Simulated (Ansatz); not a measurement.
Consider GaAs in the zinc blende structure (space group F-43m, No. 216; a = 5.746 Å).

Structures relaxed with plane-wave PAW DFT at the PBE level (Ansatz, a first-principles code, 420 eV), no spin-orbit coupling.

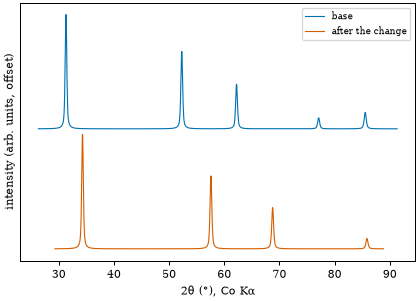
*Simulated powder patterns before (top) and after one change*

Question: Name the change that was made.
A) pressure 22.5 GPa
B) pressure 30 GPa
C) pressure 9 GPa
D) pressure −1 GPa

Answer: B, pressure 30 GPa. Its volume per atom is 18.16 Å³ against 23.71 Å³, and its space group is F-43m (No. 216).

Load acts through the strain it causes; cell and atoms are relaxed under it. No phonon test of stability was made. The final runs are not spin-polarised. Measured, GaAs leaves this structure (for a Cmcm phase) near 15 GPa (room temperature; as listed in arXiv:1906.07825).
